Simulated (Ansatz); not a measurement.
# BH₃F (doublet): correlated methods under varied settings at distance B1–H4 along a hydrogen transfer = 1.363 Å

Aim: run BH₃F (doublet) at one geometry under a spread of methods and options, and see what each costs and gives.

Program: Ansatz 0.2.0, Gaussian basis. Level of theory: the settings change from run to run. These are calculated values, not measurements.

16 further runs of the same task are left out: 9 for a known fault of the program, 1 for a mislabelled method, 5 that didn't finish, 1 set aside as unsound or not needed.

### Step 1. What is computed

The geometry derives from fragments relaxed apart (PBE0/def2-TZVP) and kept rigid, so it is no stationary point. A hydrogen atom is moved between rigid fragments.

5 atoms, charge 0, spin multiplicity 2.

Atoms are counted from 1 here; the program's logs count them from 0.

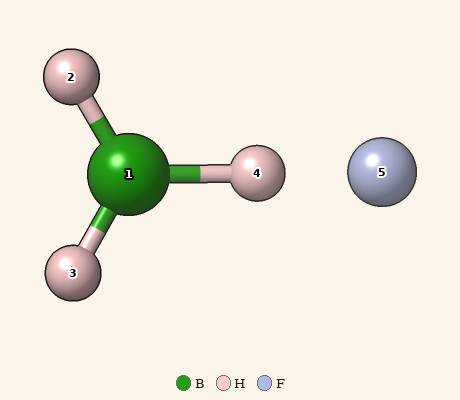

The geometry (boron green, hydrogen pink, fluorine light blue); atoms are numbered from 1 in the order of the file.

### Step 2. CASSCF(3,2)/cc-pVDZ

in.yaml reads:

```yaml
crystal:
  periodic: [false, false, false]
  atoms:
    - {symbol: B, position_ang: [-1.559993, 0.000000, 0.000000]}
    - {symbol: H, position_ang: [-2.156726, 1.033571, 0.000000]}
    - {symbol: H, position_ang: [-2.156726, -1.033571, 0.000000]}
    - {symbol: H, position_ang: [-0.196993, 0.000000, 0.000000]}
    - {symbol: F, position_ang: [1.127007, 0.000000, 0.000000]}
basis:
  gaussian: {orbitals: cc-pVDZ}
magnetization: {spin_polarized: false, initial_magnetization: 1}
correlation: {active_space: {window: {electrons: 3, orbitals: 2}}}
accuracy: high
```

The run is started by

```sh
> ansatz run in.yaml --threads 1 --pin off --events-out ev --progress --plain --max-ram 2393MiB
```

Output:

```text
Functional definition: HF
  name "HF"
  cite "Fock, Z. Phys. 61, 126 (1930) doi:10.1007/BF01340294"
  parent pbe
  exchange = exact_x
  correlation = 0
865 factors; integrals over basis functions are off by at most 3.5e-9 eV
mean field evaluation 1: about -3417.7874 eV, gradient 2.9e1 eV
mean field evaluation 2: about -3417.8043 eV, gradient 2.9e1 eV
mean field evaluation 4: about -3420.7577 eV, gradient 4.1e0 eV
mean field evaluation 8: about -3421.0497 eV, gradient 1.9e0 eV
mean field evaluation 16: about -3421.1243 eV, gradient 8.7e-2 eV
mean field evaluation 32: about -3420.0243 eV, gradient 2.9e-8 eV
mean field evaluation 64: about -3420.9621 eV, gradient 6.5e0 eV
mean field evaluation 96: about -3420.0323 eV, gradient 3.1e-1 eV
mean field -3421.12432388 eV, -125.7239999811 hartree, gradient 2.6e-8 eV, S^2 0.750000; 12 other end points of the search recorded, 0 dependent functions left out
reference -3421.12432388 eV, -125.7239999811 hartree; 9, 8 occupied and 34, 35 virtual orbitals, 865 factors
state -3421.12432388 eV, -125.7239999811 hartree
Total energy: -3421.12432388 eV, -125.7239999811 hartree
```

Wall time 0.75 s (1 thread of AMD EPYC 9R45, shared host).

From the report: 2 determinants; active occupations 2.00, 1.00. With so small a space the active step adds no correlation: the energy is the mean field's.

### Step 3. CASCI(7,4)/6-31G

in.yaml: that of step 2 with these lines changed.

```diff
@@ -9,5 +9,4 @@
 basis:
-  gaussian: {orbitals: cc-pVDZ}
+  gaussian: {orbitals: 6-31G}
 magnetization: {spin_polarized: false, initial_magnetization: 1}
-correlation: {active_space: {window: {electrons: 3, orbitals: 2}}}
-accuracy: high
+correlation: {active_space: {window: {electrons: 7, orbitals: 4}, fixed_orbitals: true, states: [{multiplicity: 2, weights: [0.5, 1]}], root: 0}}
```

The command is unchanged.

Output:

```text
Functional definition: HF
  name "HF"
  cite "Fock, Z. Phys. 61, 126 (1930) doi:10.1007/BF01340294"
  parent pbe
  exchange = exact_x
  correlation = 0
481 factors; integrals over basis functions are off by at most 1.4e-7 eV
mean field evaluation 1: about -3416.7702 eV, gradient 2.9e1 eV
mean field evaluation 2: about -3416.7671 eV, gradient 2.9e1 eV
mean field evaluation 4: about -3419.8733 eV, gradient 5.0e0 eV
mean field evaluation 8: about -3420.3300 eV, gradient 4.1e-1 eV
mean field evaluation 16: about -3420.3296 eV, gradient 2.0e-5 eV
mean field evaluation 32: about -3419.2740 eV, gradient 6.3e-7 eV
mean field evaluation 64: about -3420.3271 eV, gradient 8.0e-1 eV
mean field -3420.32960334 eV, -125.6947945400 hartree, gradient 1.3e-6 eV, S^2 0.750000; 12 other end points of the search recorded, 0 dependent functions left out
reference -3420.32960334 eV, -125.6947945400 hartree; 9, 8 occupied and 15, 16 virtual orbitals, 481 factors
state -3420.32960334 eV, -125.6947945400 hartree
state -3419.06948006 eV, -125.6484858639 hartree
Total energy: -3420.32960334 eV, -125.6947945400 hartree
```

Run time: 0.15 s. Hardware: 1 thread of AMD EPYC 9R45, shared host.

From the report: 2 determinants; active occupations (of the averaged states) 2.00, 2.00, 1.67, 1.33. With so small a space the active step adds no correlation: the energy is the mean field's.

### Step 4. CCSD(T)/cc-pVDZ

in.yaml reads:

```yaml
crystal:
  periodic: [false, false, false]
  atoms:
    - {symbol: B, position_ang: [-1.559993, 0.000000, 0.000000]}
    - {symbol: H, position_ang: [-2.156726, 1.033571, 0.000000]}
    - {symbol: H, position_ang: [-2.156726, -1.033571, 0.000000]}
    - {symbol: H, position_ang: [-0.196993, 0.000000, 0.000000]}
    - {symbol: F, position_ang: [1.127007, 0.000000, 0.000000]}
basis:
  gaussian: {orbitals: cc-pVDZ}
magnetization: {spin_polarized: true, initial_magnetization: 1}
hamiltonian: {xc: {name: PBE0}}
correlation: {method: ccsd_t, electrons: valence}
scf: {omitted_lower_state_checks: [cluster_reference]}
```

Same command.

Output, shortened:

```text
Functional definition: PBE0
  name "PBE0"
  cite "Adamo & Barone, J. Chem. Phys. 110, 6158 (1999) doi:10.1063/1.478522"
  cite "Perdew, Burke & Ernzerhof, Phys. Rev. Lett. 77, 3865 (1996) doi:10.1103/PhysRevLett.77.3865"
  parent pbe
[...]
386 factors; integrals over basis functions are off by at most 1.2e-3 eV
[...]
mean field -3434.37517228 eV, -126.2109596784 hartree, gradient 2.4e-6 eV, S^2 0.757747; 0 other end points of the search recorded, 0 dependent functions left out
2 core orbitals not correlated: weight in the atoms' cores, before any rotation towards them, 1.000 or more for the frozen orbitals, at most 0.000 for the correlated occupied ones
reference -3421.03302358 eV, -125.7206447570 hartree; 7, 6 occupied and 34, 35 virtual orbitals, 386 factors
second order -7.68291350 eV of doubles, -0.20424978 eV of singles
cycle   1  -8.13345071 eV  change   -2.4e-1 eV  update   6.5e-2
[...]
cycle  11  -8.42459282 eV  change    7.8e-6 eV  update   9.9e-6
perturbative correction -0.14012114 eV, -0.0051493569 hartree
Total energy: -3429.59773754 eV, -126.0353921898 hartree
Checks for a lower state left out: cluster_reference
```

Wall time 0.9 s (1 thread of AMD EPYC 9R45, shared host).

From the report: ⟨S²⟩ of the determinant 0.758 (pure doublet: 0.75); correlation -8.5647 eV; T1 0.011; largest double amplitude 0.06. The orbitals are Kohn-Sham ones, so correlation energy and T1 don't compare with those on Hartree-Fock orbitals.

### Step 5. BCCD(T) on UHF/cc-pVDZ

in.yaml: that of step 4 with these lines changed.

```diff
@@ -11,4 +11,3 @@
 magnetization: {spin_polarized: true, initial_magnetization: 1}
-hamiltonian: {xc: {name: PBE0}}
-correlation: {method: ccsd_t, electrons: valence}
-scf: {omitted_lower_state_checks: [cluster_reference]}
+correlation: {method: bccd_t, electrons: valence}
+output: {forces: true}
```

Launched as before.

Output, shortened:

```text
Functional definition: HF
  name "HF"
  cite "Fock, Z. Phys. 61, 126 (1930) doi:10.1007/BF01340294"
  parent pbe
[...]
386 factors; integrals over basis functions are off by at most 1.2e-3 eV
[...]
mean field -3421.44703067 eV, -125.7358592369 hartree, gradient 2.6e-6 eV, S^2 0.785868; 8 other end points of the search recorded, 0 dependent functions left out
determinant -3421.44703067 eV, -125.7358592369 hartree, with singles and doubles -3429.50015306 eV, -126.0318060263 hartree
determinant -3420.12966467 eV, -125.6874469295 hartree, with singles and doubles -3427.64224283 eV, -125.9635290846 hartree
determinant -3420.12130229 eV, -125.6871396176 hartree, with singles and doubles -3427.63428546 eV, -125.9632366565 hartree
2 core orbitals not correlated: weight in the atoms' cores, before any rotation towards them, 1.000 or more for the frozen orbitals, at most 0.000 for the correlated occupied ones
reference -3421.44703067 eV, -125.7358592369 hartree; 7, 6 occupied and 34, 35 virtual orbitals, 386 factors
second order -7.06829119 eV of doubles, -0.00000000 eV of singles
cycle   1  -8.03366965 eV  change    1.9e-2 eV  update   1.3e-2
[...]
cycle  13  -8.03689620 eV  change    2.6e-7 eV  update   5.0e-7
perturbative correction -0.13580373 eV, -0.0049906949 hartree
[...]
Total energy: -3429.61973059 eV, -126.0362004194 hartree
Atom 0 at    -1.559993     0.000000     0.000000 Å, force     0.238752    -0.000000    -0.000000 eV/Å
Atom 1 at    -2.156726     1.033571     0.000000 Å, force     0.205781     0.436039    -0.000000 eV/Å
Atom 2 at    -2.156726    -1.033571     0.000000 Å, force     0.205781    -0.436039     0.000000 eV/Å
Atom 3 at    -0.196993     0.000000     0.000000 Å, force     0.806859     0.000000    -0.000000 eV/Å
Atom 4 at     1.127007     0.000000     0.000000 Å, force    -1.457173    -0.000000    -0.000000 eV/Å
Dipole moment:    -0.493598     0.000000     0.000000 e Å
```

Wall time 3 s (1 thread of AMD EPYC 9R45, shared host).

From the report: ⟨S²⟩ of the determinant 0.786 (pure doublet: 0.75); correlation -8.1727 eV; largest double amplitude 0.06.

### Step 6. CCSD on UHF/cc-pVDZ

in.yaml: that of step 5 with these lines changed.

```diff
@@ -11,3 +11,2 @@
 magnetization: {spin_polarized: true, initial_magnetization: 1}
-correlation: {method: bccd_t, electrons: valence}
-output: {forces: true}
+correlation: {method: ccsd, electrons: outside_noble_gas}
```

The command is unchanged.

Output, shortened:

```text
Functional definition: HF
  name "HF"
  cite "Fock, Z. Phys. 61, 126 (1930) doi:10.1007/BF01340294"
  parent pbe
[...]
386 factors; integrals over basis functions are off by at most 1.2e-3 eV
[...]
mean field -3421.44703067 eV, -125.7358592369 hartree, gradient 2.6e-6 eV, S^2 0.785868; 8 other end points of the search recorded, 0 dependent functions left out
determinant -3421.44703067 eV, -125.7358592369 hartree, with singles and doubles -3429.50015306 eV, -126.0318060263 hartree
determinant -3420.12966467 eV, -125.6874469295 hartree, with singles and doubles -3427.64224283 eV, -125.9635290846 hartree
determinant -3420.12130229 eV, -125.6871396176 hartree, with singles and doubles -3427.63428546 eV, -125.9632366565 hartree
2 core orbitals not correlated: weight in the atoms' cores, before any rotation towards them, 1.000 or more for the frozen orbitals, at most 0.000 for the correlated occupied ones
reference -3421.44703067 eV, -125.7358592369 hartree; 7, 6 occupied and 34, 35 virtual orbitals, 386 factors
second order -7.06829119 eV of doubles, -0.00000000 eV of singles
cycle   1  -8.05354941 eV  change   -4.3e-4 eV  update   1.9e-3
[...]
cycle   8  -8.05633494 eV  change    6.4e-6 eV  update   5.1e-6
Total energy: -3429.50336561 eV, -126.0319240853 hartree
```

Wall time 1.3 s (1 thread of AMD EPYC 9R45, shared host).

From the report: ⟨S²⟩ of the determinant 0.786 (pure doublet: 0.75); correlation -8.0563 eV; T1 0.028; largest double amplitude 0.06.

### Step 7. CCSD(T) on UHF/cc-pVDZ

in.yaml: that of step 6 with these lines changed.

```diff
@@ -11,2 +11,4 @@
 magnetization: {spin_polarized: true, initial_magnetization: 1}
-correlation: {method: ccsd, electrons: outside_noble_gas}
+correlation: {method: ccsd_t, electrons: all}
+accuracy: high
+scf: {lower_state_search: light}
```

Launched as before.

Output, shortened:

```text
Functional definition: HF
  name "HF"
  cite "Fock, Z. Phys. 61, 126 (1930) doi:10.1007/BF01340294"
  parent pbe
[...]
865 factors; integrals over basis functions are off by at most 3.5e-9 eV
[...]
mean field -3421.44705854 eV, -125.7358602612 hartree, gradient 2.9e-8 eV, S^2 0.785868; 8 other end points of the search recorded, 0 dependent functions left out
determinant -3421.44705854 eV, -125.7358602612 hartree, with singles and doubles -3429.59344705 eV, -126.0352345173 hartree
determinant -3420.12968967 eV, -125.6874478481 hartree, with singles and doubles -3427.73547124 eV, -125.9669551655 hartree
determinant -3420.12132625 eV, -125.6871404982 hartree, with singles and doubles -3427.72749937 eV, -125.9666622048 hartree
reference -3421.44705854 eV, -125.7358602612 hartree; 9, 8 occupied and 34, 35 virtual orbitals, 865 factors
second order -7.16939550 eV of doubles, -0.00000000 eV of singles
cycle   1  -8.14680820 eV  change   -4.2e-4 eV  update   1.9e-3
[...]
cycle  20  -8.14959748 eV  change   8.8e-10 eV  update   1.3e-9
perturbative correction -0.11851579 eV, -0.0043553750 hartree
Total energy: -3429.71517181 eV, -126.0397078196 hartree
```

It took 3 s on 1 thread of AMD EPYC 9R45, shared host.

From the report: ⟨S²⟩ of the determinant 0.786 (pure doublet: 0.75); correlation -8.2681 eV; T1 0.024; largest double amplitude 0.06.

### Step 8. CASSCF(7,6)/6-31G

in.yaml: that of step 7 with these lines changed.

```diff
@@ -9,6 +9,5 @@
 basis:
-  gaussian: {orbitals: cc-pVDZ}
-magnetization: {spin_polarized: true, initial_magnetization: 1}
-correlation: {method: ccsd_t, electrons: all}
+  gaussian: {orbitals: 6-31G}
+magnetization: {spin_polarized: false, initial_magnetization: 1}
+correlation: {active_space: {window: {electrons: 7, orbitals: 6}}}
 accuracy: high
-scf: {lower_state_search: light}
```

The command is unchanged.

Output, shortened:

```text
Functional definition: HF
  name "HF"
  cite "Fock, Z. Phys. 61, 126 (1930) doi:10.1007/BF01340294"
  parent pbe
[...]
501 factors; integrals over basis functions are off by at most 7.6e-9 eV
[...]
mean field -3420.32960335 eV, -125.6947945403 hartree, gradient 2.5e-8 eV, S^2 0.750000; 12 other end points of the search recorded, 0 dependent functions left out
reference -3420.32960335 eV, -125.6947945403 hartree; 9, 8 occupied and 15, 16 virtual orbitals, 501 factors
state -3421.69710288 eV, -125.7450492213 hartree
[...]
Total energy: -3421.69710288 eV, -125.7450492213 hartree
```

Wall time 2 s (1 thread of AMD EPYC 9R45, shared host).

From the report: 300 determinants; active occupations 2.00, 1.99, 1.97, 1.00, 0.03, 0.01.

### Step 9. The runs in one table

Where basis and cores are those of an earlier UCCSDT(Q)/cc-pVDZ run (-3429.6549 eV), and the state is the same kind, the miss against it is given.

```csv
level,correlated,functions,energy (eV),from UCCSDT(Q) (meV),time
"CASSCF(3,2)/cc-pVDZ",,43,-3421.1243,8530.6,0.75 s
"CASCI(7,4)/6-31G (lowest root of an average)",,24,-3420.3296,,0.15 s
CCSD(T)/cc-pVDZ (on PBE0 orbitals),valence,43,-3429.5977,57.2,0.9 s
BCCD(T) on UHF/cc-pVDZ,valence,43,-3429.6197,35.2,3 s
CCSD on UHF/cc-pVDZ,outside noble gas,43,-3429.5034,151.5,1.3 s
CCSD(T) on UHF/cc-pVDZ,all,43,-3429.7152,,3 s
"CASSCF(7,6)/6-31G",,24,-3421.6971,,2 s
```

### Step 10. What came out

| quantity | value |
| --- | --- |
| runs | 7 |
| quickest | CASCI(7,4)/6-31G (lowest root of an average), 0.15 s |
| slowest | CCSD(T) on UHF/cc-pVDZ, 3 s |

**Reading.** Total energies in different bases, with other cores or another treatment of relativity can't be set against each other. CCSD(T) on UHF/cc-pVDZ took 20 times as long as CASCI(7,4)/6-31G (lowest root of an average); the jobs differ in more than the method. Among the correlated runs with a miss given, it spans +35 to +152 meV. Hartree-Fock, CASSCF and CASCI lack dynamic correlation by design. Cores frozen from Kohn-Sham orbitals shift the total energy.
